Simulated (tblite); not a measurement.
**C7H15NSi: geometry relaxation**

The run: geometry relaxation of C7H15NSi. Method and program: GFN2-xTB geometry optimisation, gas phase (tblite 0.8.0).

It belongs to a series of runs on one base structure; here: H on C replaced by cBu.

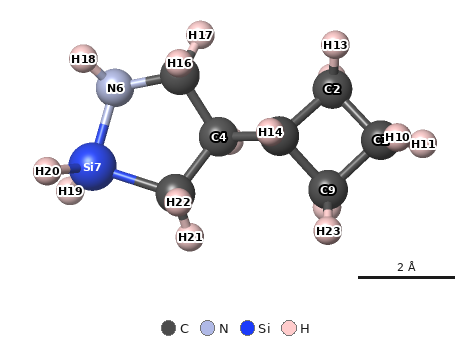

The structure as given in the input (ball-and-stick view, seen at a tilt; atoms are numbered from 1 in the order of the input).

**The input**
```
{"job": {"kind": "relax", "xc": "GFN2-xTB", "basis": "xTB"}, "charge": 0, "multiplicity": 1}
C     -3.027300     0.074100     0.407000
C     -2.041700    -0.851900    -0.314600
C     -0.900200    -0.130100     0.479800
C      0.400000     0.104500    -0.276100
C      1.157300    -1.239200    -0.459500
N      2.544900    -0.888200    -0.802800
Si     3.076400     0.590400    -0.072800
C      1.341900     1.046100     0.536000
C     -1.873700     1.082300     0.554000
H     -3.406100    -0.316500     1.368100
H     -3.889600     0.409000    -0.192700
H     -2.008000    -0.717600    -1.389800
H     -2.154700    -1.920800    -0.079400
H     -0.742600    -0.578300     1.464500
H      0.204700     0.551000    -1.252800
H      1.130700    -1.836600     0.464400
H      0.709000    -1.831800    -1.263200
H      3.172500    -1.657700    -0.555700
H      3.601500     1.487800    -1.113700
H      4.001200     0.251400     1.044600
H      1.089800     2.098800     0.351900
H      1.262100     0.856100     1.610100
H     -1.852500     1.658200     1.501200
H     -1.807200     1.778600    -0.288100
```

The first line tells a small driver script what to run in tblite; the rest is the geometry in Å.

Machine: 1 CPU thread, shared host.

Run as:
```bash
OMP_NUM_THREADS=1 python <driver script> task.json out
```

**The program's output**
```
step      E/eV     max force
  0    -742.61793    1.798
  1    -742.73696    0.686
  2    -742.77986    0.540
  3    -742.82502    0.469
  4    -742.83518    0.408
  5    -742.85825    0.377
  6    -742.87548    0.347
  7    -742.89238    0.325
  8    -742.90245    0.233
  9    -742.91031    0.166
 10    -742.91707    0.175
 11    -742.92327    0.192
 12    -742.92786    0.176
 13    -742.93130    0.128
 14    -742.93421    0.100
 15    -742.93634    0.128
 16    -742.93774    0.123
 17    -742.93879    0.060
 18    -742.93977    0.059
 19    -742.94059    0.063
 20    -742.94151    0.069
 21    -742.94251    0.076
 22    -742.94361    0.069
 23    -742.94473    0.073
 24    -742.94579    0.070
 25    -742.94681    0.069
 26    -742.94793    0.086
 27    -742.94925    0.099
 28    -742.95073    0.118
 29    -742.95222    0.101
 30    -742.95361    0.088
 31    -742.95494    0.088
 32    -742.95624    0.085
 33    -742.95752    0.091
 34    -742.95879    0.084
 35    -742.96010    0.070
 36    -742.96140    0.063
 37    -742.96258    0.062
 38    -742.96353    0.059
 39    -742.96437    0.056
 40    -742.96516    0.057
 41    -742.96583    0.054
 42    -742.96638    0.052
 43    -742.96685    0.048
 44    -742.96729    0.042
 45    -742.96772    0.040
 46    -742.96810    0.044
 47    -742.96845    0.038
 48    -742.96876    0.042
 49    -742.96901    0.029
 50    -742.96920    0.034
 51    -742.96931    0.028
 52    -742.96942    0.024
 53    -742.96954    0.020
 54    -742.96963    0.021
 55    -742.96970    0.027
 56    -742.96975    0.016
 57    -742.96980    0.019
 58    -742.96986    0.019
 59    -742.96993    0.020
 60    -742.97000    0.022
 61    -742.97007    0.021
 62    -742.97016    0.024
 63    -742.97025    0.024
 64    -742.97035    0.022
 65    -742.97045    0.026
 66    -742.97058    0.033
 67    -742.97075    0.035
 68    -742.97094    0.030
 69    -742.97112    0.030
 70    -742.97126    0.030
 71    -742.97140    0.035
 72    -742.97156    0.029
 73    -742.97172    0.027
 74    -742.97185    0.026
 75    -742.97195    0.021
 76    -742.97203    0.018
 77    -742.97210    0.017
 78    -742.97216    0.016
 79    -742.97220    0.012
 80    -742.97223    0.015
 81    -742.97226    0.015
 82    -742.97229    0.010
 83    -742.97231    0.012
 84    -742.97233    0.011
 85    -742.97235    0.010
```

**Trajectory as extended XYZ (Å, eV, eV/Å), 9 of the 86 frames kept, from step=0 to step=85**
```
24
Properties=species:S:1:pos:R:3:forces:R:3 step=0 energy=-742.61793
C    -3.0273    0.0741    0.4070   -0.5520   0.4970  -0.6460
C    -2.0417   -0.8519   -0.3146    0.2050  -0.8550   1.4230
C    -0.9002   -0.1301    0.4798   -0.6380   0.6740  -1.5400
C     0.4000    0.1045   -0.2761    0.6080  -0.3820   1.1260
C     1.1573   -1.2392   -0.4595    0.3050   0.7500  -0.1270
N     2.5449   -0.8882   -0.8028    0.1710  -0.7950   0.4730
Si    3.0764    0.5904   -0.0728    0.1050  -0.0870   0.1180
C     1.3419    1.0461    0.5360   -0.2200   0.1400  -0.4490
C    -1.8737    1.0823    0.5540   -0.0700  -0.0780   1.2940
H    -3.4061   -0.3165    1.3681    0.3730   0.1360  -0.4730
H    -3.8896    0.4090   -0.1927    0.2190  -0.0830   0.2440
H    -2.0080   -0.7176   -1.3898    0.0960   0.1750   0.0840
H    -2.1547   -1.9208   -0.0794    0.0380   0.2070  -0.2330
H    -0.7426   -0.5783    1.4645    0.0080   0.0740  -0.2430
H     0.2047    0.5510   -1.2528    0.0390  -0.0870   0.0580
H     1.1307   -1.8366    0.4644   -0.1390   0.1800  -0.1000
H     0.7090   -1.8318   -1.2632    0.0750   0.0370   0.0050
H     3.1725   -1.6577   -0.5557   -0.3730   0.1270  -0.5890
H     3.6015    1.4878   -1.1137    0.0160  -0.1410   0.1800
H     4.0012    0.2514    1.0446   -0.1080   0.3660  -0.2580
H     1.0898    2.0988    0.3519   -0.0800  -0.3470   0.1760
H     1.2621    0.8561    1.6101   -0.1870   0.0280  -0.1990
H    -1.8525    1.6582    1.5012    0.0060  -0.1870  -0.4940
H    -1.8072    1.7786   -0.2881    0.1040  -0.3500   0.1700
24
Properties=species:S:1:pos:R:3:forces:R:3 step=11 energy=-742.92327
C    -3.0392    0.0916    0.3816    0.0100  -0.0530  -0.0800
C    -2.0398   -0.8717   -0.2718    0.0130  -0.0400  -0.0380
C    -0.9114   -0.1112    0.4466    0.0670  -0.0030   0.0110
C     0.4204    0.1026   -0.2583   -0.0560  -0.0120  -0.0270
C     1.1624   -1.2253   -0.4321   -0.0930  -0.0430   0.0180
N     2.5550   -0.9331   -0.6934   -0.0030   0.0650  -0.0100
Si    3.0853    0.5662   -0.0470    0.0060   0.1160   0.0240
C     1.3327    1.0463    0.5275    0.1080  -0.0270   0.0110
C    -1.8827    1.0729    0.5860    0.0710   0.0220   0.0220
H    -3.4161   -0.2954    1.3262    0.0150  -0.0080   0.0200
H    -3.8788    0.4242   -0.2177   -0.0820   0.0590  -0.1270
H    -1.9890   -0.7287   -1.3520   -0.0080  -0.0200   0.0650
H    -2.1475   -1.9300   -0.0556   -0.0070  -0.0860   0.0290
H    -0.7206   -0.5598    1.4305   -0.0320   0.0520  -0.1130
H     0.2617    0.5324   -1.2548   -0.0570  -0.0340   0.0670
H     1.0533   -1.8208    0.4855   -0.0410  -0.0740  -0.0270
H     0.7379   -1.7926   -1.2675   -0.0040  -0.0600   0.0430
H     3.1207   -1.7595   -0.7986    0.0370   0.0950  -0.0580
H     3.6259    1.4465   -1.0926   -0.0390  -0.0810   0.0110
H     4.0471    0.4354    1.0547   -0.0260   0.0400   0.0260
H     1.0410    2.0815    0.3627    0.0850  -0.0170  -0.0210
H     1.2160    0.8552    1.5954    0.0320  -0.0080   0.0030
H    -1.8618    1.6296    1.5142    0.0170   0.0940   0.1660
H    -1.7842    1.7634   -0.2489   -0.0120   0.0240  -0.0170
24
Properties=species:S:1:pos:R:3:forces:R:3 step=21 energy=-742.94251
C    -3.0417    0.0993    0.3617   -0.0050   0.0080  -0.0020
C    -2.0388   -0.8768   -0.2643    0.0420  -0.0380   0.0070
C    -0.9148   -0.1104    0.4547    0.0210   0.0060  -0.0190
C     0.4140    0.0946   -0.2499    0.0740  -0.0060   0.0180
C     1.1536   -1.2379   -0.4216    0.0510  -0.0060  -0.0140
N     2.5461   -0.9277   -0.6715    0.0050   0.0230  -0.0190
Si    3.0876    0.5685   -0.0376    0.0070   0.0130  -0.0010
C     1.3382    1.0360    0.5302    0.0060   0.0150   0.0040
C    -1.8823    1.0763    0.5956    0.0130   0.0290   0.0280
H    -3.4342   -0.2851    1.3010   -0.0640   0.0200  -0.0070
H    -3.8641    0.4396   -0.2629   -0.0060   0.0100  -0.0160
H    -1.9797   -0.7573   -1.3435    0.0190   0.0040  -0.0420
H    -2.1456   -1.9325   -0.0295   -0.0400  -0.0440   0.0330
H    -0.7255   -0.5561    1.4349   -0.0110  -0.0040   0.0220
H     0.2498    0.5197   -1.2452   -0.0210  -0.0020   0.0070
H     1.0323   -1.8480    0.4855    0.0280  -0.0020   0.0130
H     0.7425   -1.8073   -1.2608   -0.0220  -0.0110  -0.0180
H     3.1289   -1.7166   -0.8939   -0.0450  -0.0120  -0.0050
H     3.6251    1.4114   -1.1090    0.0110   0.0080  -0.0170
H     4.0394    0.4971    1.0792   -0.0160  -0.0180  -0.0030
H     1.0730    2.0761    0.3564   -0.0380  -0.0140   0.0070
H     1.2253    0.8519    1.5994   -0.0030   0.0120  -0.0030
H    -1.8627    1.6209    1.5358   -0.0320   0.0050   0.0580
H    -1.7781    1.7841   -0.2240    0.0240   0.0020  -0.0300
24
Properties=species:S:1:pos:R:3:forces:R:3 step=32 energy=-742.95624
C    -3.0481    0.1222    0.3157    0.0360   0.0240   0.0040
C    -2.0356   -0.8919   -0.2342   -0.0110  -0.0240  -0.0030
C    -0.9162   -0.1281    0.4973   -0.0120   0.0190   0.0000
C     0.4096    0.0788   -0.2189    0.0180  -0.0190  -0.0050
C     1.1667   -1.2398   -0.4195    0.0290  -0.0300  -0.0170
N     2.5376   -0.8944   -0.7343    0.0140  -0.0280  -0.0070
Si    3.0851    0.5840   -0.0599   -0.0160  -0.0330   0.0040
C     1.3385    1.0373    0.5335   -0.0140   0.0090   0.0030
C    -1.8778    1.0693    0.6206   -0.0170   0.0250   0.0040
H    -3.5273   -0.2342    1.2275   -0.0150   0.0180  -0.0660
H    -3.8104    0.4844   -0.3741    0.0540  -0.0240   0.0420
H    -1.9321   -0.8186   -1.3143    0.0100   0.0110  -0.0380
H    -2.1829   -1.9349    0.0337   -0.0020  -0.0400   0.0450
H    -0.7294   -0.5670    1.4807    0.0130  -0.0180   0.0040
H     0.2239    0.5021   -1.2115   -0.0190  -0.0050  -0.0050
H     1.1078   -1.8646    0.4835   -0.0360   0.0570   0.0510
H     0.7379   -1.8167   -1.2449   -0.0530  -0.0020  -0.0130
H     3.1189   -1.6819   -0.9694   -0.0080   0.0350  -0.0010
H     3.6459    1.4009   -1.1394   -0.0010   0.0310   0.0520
H     4.0043    0.4897    1.0863    0.0120   0.0090  -0.0630
H     1.0433    2.0678    0.3546    0.0140   0.0280   0.0020
H     1.2557    0.8681    1.6077   -0.0290  -0.0200   0.0060
H    -1.9019    1.5915    1.5752    0.0140  -0.0220   0.0040
H    -1.7251    1.7958   -0.1754    0.0200  -0.0010  -0.0050
24
Properties=species:S:1:pos:R:3:forces:R:3 step=42 energy=-742.96638
C    -3.0376    0.1442    0.2668    0.0050   0.0020  -0.0080
C    -2.0294   -0.9130   -0.2054   -0.0190  -0.0070  -0.0150
C    -0.9133   -0.1477    0.5305   -0.0230   0.0000  -0.0010
C     0.3991    0.0708   -0.2058   -0.0240  -0.0090   0.0160
C     1.1640   -1.2395   -0.4145    0.0040  -0.0020   0.0030
N     2.5151   -0.8722   -0.7865    0.0390  -0.0290  -0.0010
Si    3.0707    0.5901   -0.0799    0.0210  -0.0100   0.0040
C     1.3297    1.0351    0.5363   -0.0010   0.0120  -0.0100
C    -1.8637    1.0584    0.6444   -0.0040   0.0090  -0.0020
H    -3.6089   -0.1817    1.1342    0.0090   0.0010  -0.0060
H    -3.7260    0.5256   -0.4849    0.0040   0.0010   0.0010
H    -1.8891   -0.8928   -1.2843   -0.0020  -0.0150  -0.0140
H    -2.2119   -1.9385    0.1086    0.0060  -0.0040   0.0160
H    -0.7167   -0.5882    1.5118    0.0230   0.0110  -0.0190
H     0.1862    0.4890   -1.1963    0.0300   0.0020   0.0300
H     1.1433   -1.8374    0.5084    0.0040   0.0060   0.0160
H     0.7013   -1.8368   -1.2068    0.0300  -0.0060  -0.0140
H     3.1071   -1.6462   -1.0412   -0.0490   0.0180  -0.0010
H     3.6519    1.4395   -1.1219   -0.0520   0.0050  -0.0030
H     4.0088    0.4744    1.0467    0.0060  -0.0180   0.0040
H     1.0339    2.0653    0.3585   -0.0030   0.0310  -0.0010
H     1.2513    0.8668    1.6114    0.0060  -0.0150  -0.0120
H    -1.9174    1.5511    1.6127   -0.0020  -0.0050   0.0080
H    -1.6599    1.8035   -0.1222   -0.0080   0.0230   0.0080
24
Properties=species:S:1:pos:R:3:forces:R:3 step=53 energy=-742.96954
C    -3.0326    0.1553    0.2396   -0.0090  -0.0050  -0.0010
C    -2.0278   -0.9214   -0.1956   -0.0100   0.0030  -0.0050
C    -0.9128   -0.1504    0.5376    0.0000  -0.0130  -0.0110
C     0.3975    0.0692   -0.2011    0.0070  -0.0030   0.0060
C     1.1667   -1.2392   -0.4064   -0.0080  -0.0030   0.0000
N     2.5116   -0.8674   -0.7951   -0.0170  -0.0110   0.0020
Si    3.0679    0.5910   -0.0839   -0.0020  -0.0090  -0.0140
C     1.3293    1.0345    0.5392    0.0010   0.0010   0.0050
C    -1.8614    1.0570    0.6537    0.0010  -0.0030   0.0000
H    -3.6396   -0.1578    1.0868   -0.0040   0.0010   0.0010
H    -3.6878    0.5450   -0.5366    0.0020  -0.0020  -0.0080
H    -1.8764   -0.9404   -1.2735    0.0030   0.0020   0.0090
H    -2.2243   -1.9344    0.1509    0.0060   0.0090  -0.0020
H    -0.7065   -0.5906    1.5168    0.0010   0.0110  -0.0030
H     0.1867    0.4870   -1.1916    0.0120  -0.0040   0.0150
H     1.1585   -1.8255    0.5249    0.0010  -0.0010  -0.0130
H     0.7058   -1.8485   -1.1902   -0.0040   0.0010   0.0050
H     3.0905   -1.6375   -1.0840    0.0150   0.0030   0.0080
H     3.6116    1.4631   -1.1251    0.0030   0.0120  -0.0150
H     4.0156    0.4549    1.0308    0.0180   0.0070   0.0050
H     1.0338    2.0660    0.3640   -0.0020   0.0020   0.0050
H     1.2552    0.8631    1.6138   -0.0050  -0.0070   0.0010
H    -1.9317    1.5242    1.6335   -0.0050   0.0050   0.0070
H    -1.6415    1.8227   -0.0879   -0.0040   0.0040   0.0020
24
Properties=species:S:1:pos:R:3:forces:R:3 step=64 energy=-742.97035
C    -3.0335    0.1582    0.2294   -0.0050   0.0060   0.0030
C    -2.0268   -0.9218   -0.1930   -0.0120   0.0030  -0.0050
C    -0.9136   -0.1480    0.5390   -0.0030   0.0010   0.0000
C     0.3994    0.0678   -0.1961    0.0090  -0.0010   0.0020
C     1.1662   -1.2420   -0.4025   -0.0010  -0.0070  -0.0060
N     2.5105   -0.8701   -0.7943   -0.0140   0.0080   0.0080
Si    3.0668    0.5930   -0.0925    0.0050  -0.0020   0.0000
C     1.3319    1.0290    0.5470    0.0110   0.0060   0.0070
C    -1.8646    1.0584    0.6560   -0.0090  -0.0010  -0.0020
H    -3.6554   -0.1496    1.0680    0.0090  -0.0040   0.0000
H    -3.6767    0.5481   -0.5572    0.0110   0.0000  -0.0030
H    -1.8724   -0.9497   -1.2698    0.0100   0.0020  -0.0060
H    -2.2236   -1.9318    0.1607   -0.0040  -0.0010   0.0020
H    -0.7074   -0.5842    1.5198    0.0000  -0.0050   0.0010
H     0.1983    0.4881   -1.1871   -0.0210  -0.0060   0.0040
H     1.1611   -1.8332    0.5255   -0.0060   0.0190   0.0040
H     0.7012   -1.8490   -1.1854    0.0010  -0.0050  -0.0140
H     3.0924   -1.6389   -1.0802    0.0080  -0.0120   0.0010
H     3.5928    1.4719   -1.1383   -0.0050   0.0010  -0.0140
H     4.0332    0.4645    1.0076    0.0020   0.0030   0.0020
H     1.0346    2.0611    0.3789   -0.0060   0.0040   0.0130
H     1.2599    0.8487    1.6201    0.0150   0.0010   0.0090
H    -1.9421    1.5156    1.6405   -0.0020   0.0010  -0.0070
H    -1.6439    1.8335   -0.0757    0.0070  -0.0110   0.0000
24
Properties=species:S:1:pos:R:3:forces:R:3 step=74 energy=-742.97185
C    -3.0317    0.1640    0.2050   -0.0050   0.0090   0.0110
C    -2.0221   -0.9229   -0.1914   -0.0190   0.0040  -0.0040
C    -0.9160   -0.1480    0.5508   -0.0080   0.0070   0.0000
C     0.3994    0.0687   -0.1815    0.0050   0.0050   0.0030
C     1.1622   -1.2421   -0.3962    0.0010  -0.0040  -0.0010
N     2.5089   -0.8767   -0.7858    0.0000   0.0090   0.0130
Si    3.0652    0.6010   -0.1152   -0.0010   0.0110   0.0020
C     1.3406    1.0186    0.5651    0.0120   0.0070   0.0140
C    -1.8688    1.0583    0.6594   -0.0090   0.0040  -0.0060
H    -3.6770   -0.1386    1.0275    0.0020  -0.0030  -0.0010
H    -3.6515    0.5572   -0.5990    0.0150  -0.0050   0.0080
H    -1.8527   -0.9635   -1.2657    0.0150  -0.0040   0.0000
H    -2.2303   -1.9274    0.1714    0.0020  -0.0060  -0.0060
H    -0.7160   -0.5839    1.5331    0.0100  -0.0030  -0.0050
H     0.1933    0.4963   -1.1683    0.0080   0.0010  -0.0010
H     1.1522   -1.8342    0.5309    0.0070  -0.0030   0.0000
H     0.6984   -1.8450   -1.1830   -0.0170  -0.0030  -0.0010
H     3.0914   -1.6498   -1.0593   -0.0050  -0.0030  -0.0030
H     3.5459    1.4804   -1.1840   -0.0080  -0.0050  -0.0010
H     4.0692    0.4965    0.9544   -0.0230   0.0000  -0.0120
H     1.0338    2.0531    0.4328   -0.0010   0.0010  -0.0100
H     1.2946    0.8106    1.6347   -0.0020  -0.0080   0.0130
H    -1.9648    1.5073    1.6462    0.0040  -0.0040  -0.0120
H    -1.6359    1.8400   -0.0613    0.0170  -0.0070   0.0000
24
Properties=species:S:1:pos:R:3:forces:R:3 step=85 energy=-742.97235
C    -3.0287    0.1675    0.1947    0.0000  -0.0070  -0.0020
C    -2.0197   -0.9240   -0.1910    0.0060   0.0020   0.0000
C    -0.9162   -0.1494    0.5562   -0.0010   0.0030   0.0020
C     0.4002    0.0688   -0.1732   -0.0040   0.0000   0.0030
C     1.1593   -1.2429   -0.3914    0.0010   0.0000   0.0000
N     2.5052   -0.8783   -0.7823    0.0070  -0.0030  -0.0070
Si    3.0600    0.6058   -0.1254   -0.0010   0.0020   0.0020
C     1.3427    1.0151    0.5762   -0.0030   0.0000   0.0000
C    -1.8675    1.0578    0.6600   -0.0030   0.0010  -0.0020
H    -3.6840   -0.1328    1.0100    0.0000   0.0020  -0.0010
H    -3.6368    0.5621   -0.6169    0.0000   0.0010   0.0030
H    -1.8397   -0.9703   -1.2635   -0.0010   0.0010   0.0040
H    -2.2330   -1.9268    0.1742    0.0020   0.0050  -0.0050
H    -0.7153   -0.5860    1.5380   -0.0040   0.0000  -0.0020
H     0.1979    0.4997   -1.1596   -0.0020  -0.0010   0.0040
H     1.1513   -1.8373    0.5342    0.0010  -0.0020   0.0010
H     0.6904   -1.8424   -1.1782   -0.0010  -0.0050   0.0030
H     3.0864   -1.6514   -1.0581    0.0030   0.0000  -0.0040
H     3.5207    1.4836   -1.2045   -0.0060  -0.0010   0.0030
H     4.0733    0.5094    0.9337    0.0040   0.0000   0.0010
H     1.0319    2.0496    0.4531   -0.0030   0.0010  -0.0020
H     1.3048    0.7975    1.6445    0.0010  -0.0020  -0.0010
H    -1.9709    1.5048    1.6466    0.0040   0.0010  -0.0010
H    -1.6239    1.8397   -0.0568    0.0020   0.0010  -0.0010
```

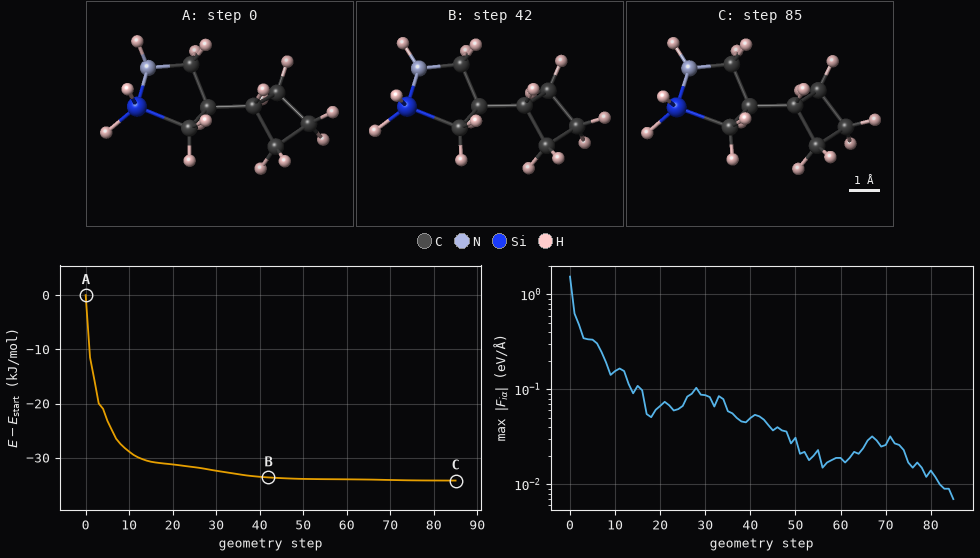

Frames of the relaxation (ball-and-stick view, seen at a tilt) above the curves, on which the letters mark them (steps are counted from 0).

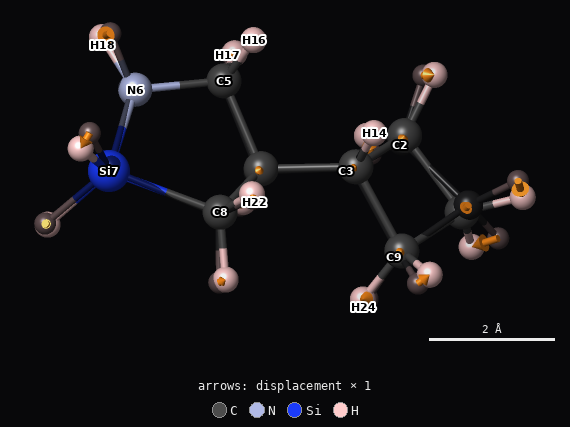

Start (faint) and end (solid) with the displacements as orange arrows, at true length (ball-and-stick view, seen at a tilt). The two geometries are laid on each other by the best rigid fit. Over 85 geometry steps the energy falls by 34.2 kJ/mol. The largest force component goes from 1.5 to 0.007 eV/Å. H11 moves most after the best rigid fit: 0.52 Å. Largest moves by element: H 0.52 Å, C 0.23 Å, Si 0.06 Å, N 0.05 Å. Among the contacts that change: C4–C8 1.560 → 1.531 Å, C2–C3 1.567 → 1.541 Å, C5–N6 1.472 → 1.448 Å, C4–C5 1.553 → 1.531 Å. Among the angles that change: Si7–N6–H18 110.6° → 125.7°, N6–Si7–H20 108.2° → 116.3°, H19–Si7–H20 116.6° → 110.7°. (Atoms are counted from 1 in the order of the input.)

**Summary**

```csv
quantity,value
outcome,converged
total energy,−742.9724 eV
wall time,0.79 s
peak memory,0.18 GiB
```
